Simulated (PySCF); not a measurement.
System: C₄H₇OPSi.

The calculation's input:

```
{"job": {"kind": "nmr", "xc": "PBE0", "basis": "pcSseg-1"}, "charge": 0, "multiplicity": 1}
C     -1.816223     1.476665     0.247842
Si    -1.103594    -0.112712    -0.510922
P     -1.805543    -1.884500     0.695064
C      0.753323    -0.015589    -0.466842
C      1.960840    -0.023492    -0.365179
C      3.384541    -0.017344    -0.268319
O      4.030254     0.557070     0.568446
H     -1.551089     2.346724    -0.344658
H     -1.442975     1.635364     1.256448
H     -2.900440     1.424830     0.300377
H     -1.489691    -0.310683    -1.914656
H     -0.940390    -1.671729     1.754901
H     -0.942866    -2.785847     0.094510
H      3.863175    -0.619229    -1.069179
```

Command:

```sh
OMP_NUM_THREADS=1 python probes_run.py task.json out
```

Geometry: GFN2-xTB.

Method: PySCF 2.14.0, PBE0/pcSseg-1, SCF density, gas phase, non-relativistic.

Predict the electron density and electron localisation function between the atoms.

Answer. C–O (1.20 Å): ρ at the midpoint is about 3.3 e/Å³; the ELF peaks at about 0.85 between the atoms (a multiple bond).
C–C (1.21 Å): ρ is about 2.7 e/Å³ halfway; the ELF peaks at about 0.85 between the atoms; a multiple bond.
C–Si (1.86 Å): ρ is about 0.91 e/Å³ halfway; the ELF peaks at about 0.95 between the atoms (a shared electron pair).
C–H (1.11 Å): the density is about 2 e/Å³ at the midpoint; the ELF climbs to about 1 towards the hydrogen, as it does in any bond to H; a covalent bond by its length.

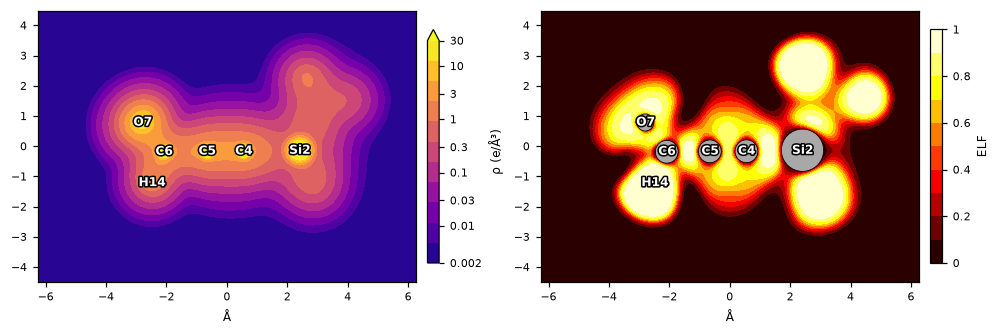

Computed electron density and electron localisation function on the plane of atoms O7, C6 and H14, in this order. Grey discs cover the atomic cores in the ELF map. 
